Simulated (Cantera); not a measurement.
Input: 1 mol Ta₂O₅, 0.44 mol CH₄, 0.064 mol CO, at 0.0360 bar.

These are equilibrium values from Cantera (NASA tables, ideal gas, pure condensed phases), not measurements of a reactor. Candidate condensed phases: C, C₆H₆, C₇H₈, C₈H₁₈, H₂O, Ta, TaC, Ta₂O₅; 113 gas species. Mutual solubility and eutectic melting of coexisting phases are not modelled. TaC: taken at fixed stoichiometry. Condensed phases not in the tables: Ta₂C. The numbers say what is thermodynamically allowed, not how fast it happens.

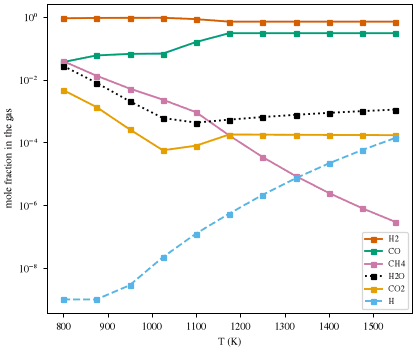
Fig. 1. Equilibrium gas composition (values under 1e-9 drawn at 1e-9)

From 800 K to 1025 K the condensed part is C(graphite) + Ta₂O₅(s). At 1100 K the condensed part is C(graphite) + TaC(s) + Ta₂O₅(s). From 1175 K to 1550 K the condensed part is TaC(s) + Ta₂O₅(s).
